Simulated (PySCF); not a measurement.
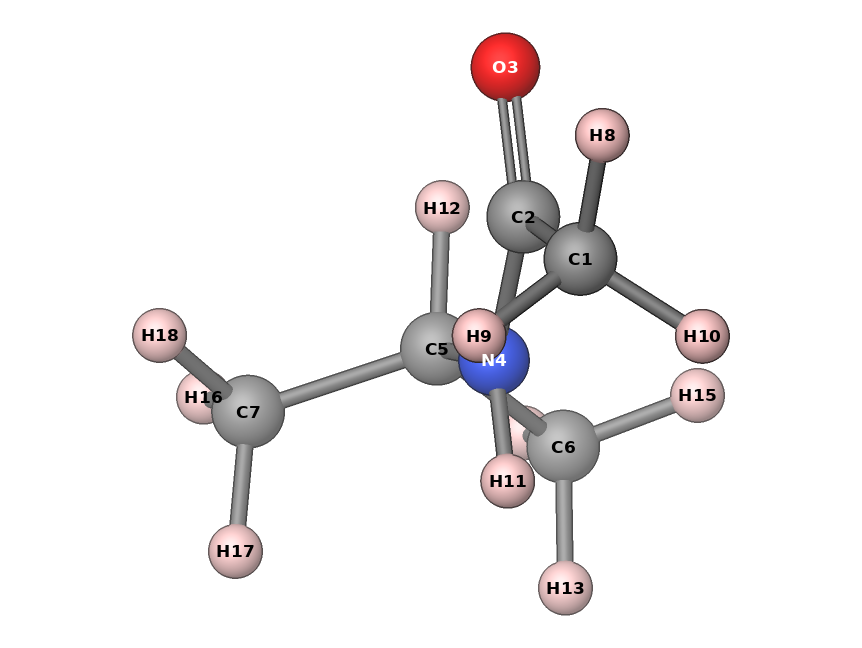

C5 lies behind N4. The molecule seen a little off the N4–C5 bond, N4 in front. Atoms fade into the background with distance from the viewer. The geometry was computed by an optimisation with PBE0-D3(BJ)/def2-SVP. No frequency run is at hand to confirm it as a minimum.

### What is the torsion angle C2–N4–C5–C6? The sign is positive where the front bond must turn clockwise to cover the back bond.

124°, anticlinal.
